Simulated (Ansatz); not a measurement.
## Electronic structure of CH5BSi (SMILES C[B][SiH2+]) (charge +1, doublet) in real space

```
atom    x (Å)    y (Å)    z (Å)
   C  -0.3724   0.3758  -2.1044
   B   0.0533  -0.7416  -1.2279
  Si   0.5938  -2.1640  -0.0509
   H  -1.2194   0.1063  -2.7632
   H  -0.7254   1.1933  -1.4364
   H   0.4582   0.7869  -2.7088
   H   1.1232  -3.4084  -0.6494
   H   0.4583  -1.9593   1.4075
```

Geometry: r2SCAN-D4/def2-SVP.

Level of theory: Ansatz 0.2.0, isolated molecule in a Gaussian basis; Kohn-Sham density functional theory, functional PBE0.

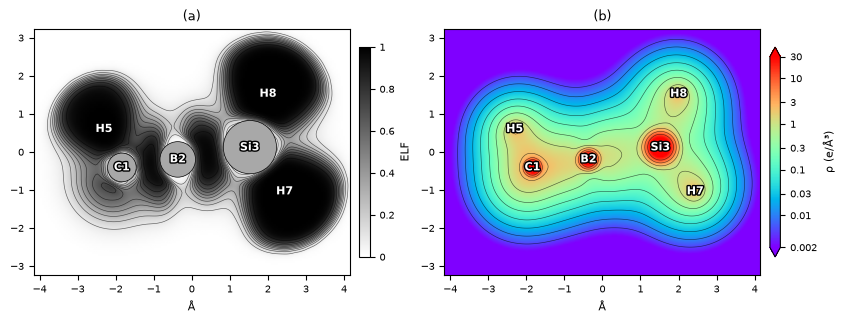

Figure 1. (a) electron localisation function; (b) electron density on the plane of atoms B2, C1 and H5. Grey discs cover the atomic cores in the ELF map.

Describe what can be read from this map.

Answer. The section cuts through C, B, Si and H sites.
C–B (1.48 Å): ρ at the midpoint is about 1.7 e/Å³; the ELF peaks at about 0.95 between the atoms (localised, covalent bonding).
Si–B (1.92 Å): ρ at the midpoint is about 0.87 e/Å³; the ELF peaks at about 1 between the atoms; a shared electron pair.
C–H (1.11 Å): ρ is about 1.8 e/Å³ halfway; the ELF climbs to about 1 towards the hydrogen, as it does in any bond to H: a covalent bond by its length.
Si–H (1.48 Å): ρ is about 0.85 e/Å³ halfway; the ELF climbs to about 1 towards the hydrogen.

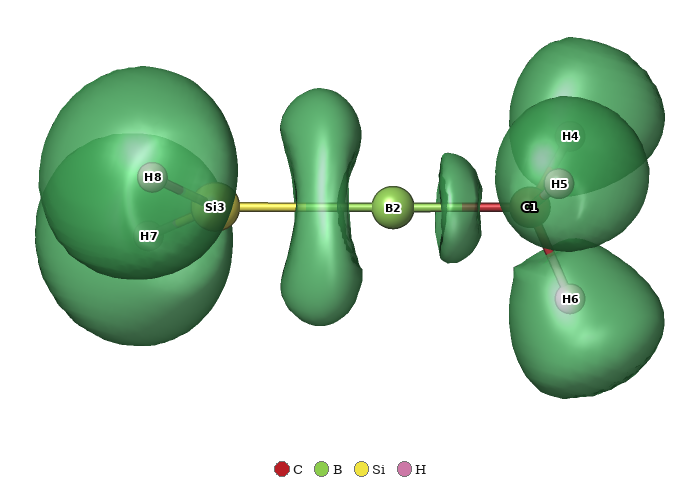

Figure 2. Isosurface of the ELF at 0.85 (green), seen from one side. Core shells and regions of very low density are left out.

Where are the electrons localised?

Answer. The ELF exceeds this value in one region between bonded B–C atoms (shared pairs), one region between bonded B–Si atoms (shared pairs) and five regions around hydrogen nuclei.

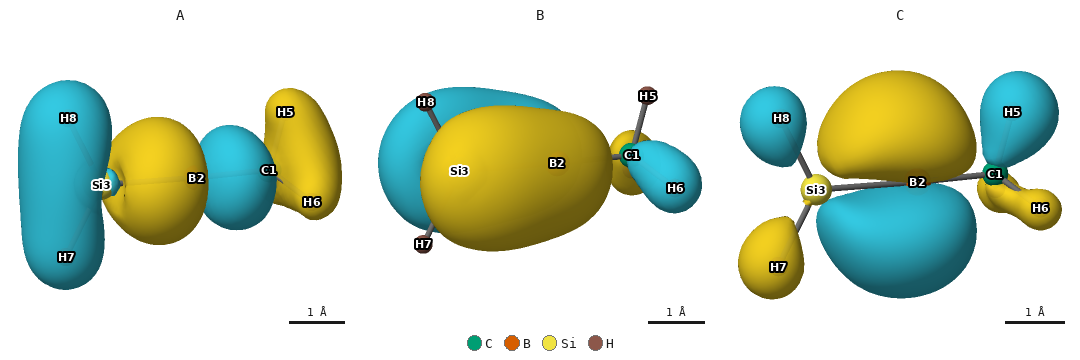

Figure 3. Three frontier orbitals at ±0.1 Å⁻³ᐟ² (yellow and cyan are the two phases), in no order.

Which picture is the HOMO−1, the HOMO and the LUMO? All are α orbitals.

Answer. A is the HOMO−1 (α) (−15.90 eV). Its weight (Hirshfeld) is mainly on Si3 (about 30 %), B2 (about 30 %), C1 (about 20 %) and H8 (about 10 %). B is the HOMO (α) (−12.24 eV). Its weight (Hirshfeld) is mainly on Si3 (about 55 %) and B2 (about 30 %); π-bonding across Si3–B2. C is the LUMO (α) (−8.25 eV). Its weight (Hirshfeld) is mainly on B2 (about 55 %), Si3 (about 20 %) and C1 (about 10 %).

What is the gap between the highest occupied and lowest empty α orbitals?

Answer. 3.99 eV between the orbital energies.

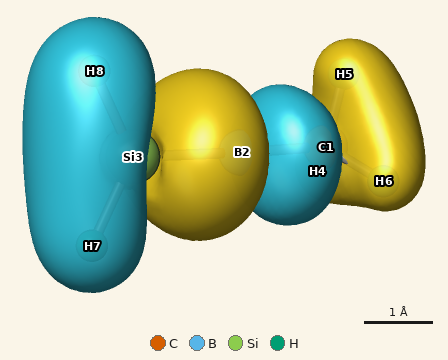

Figure 4. The HOMO−1 (α) at ±0.08 Å⁻³ᐟ² (yellow and cyan are the two phases), seen at a tilt.

Where does this orbital lie, and at what energy?

Answer. By Hirshfeld shares it lies mainly on Si3 (about 30 %), B2 (about 30 %), C1 (about 20 %) and H8 (about 10 %). Its energy is −15.90 eV.
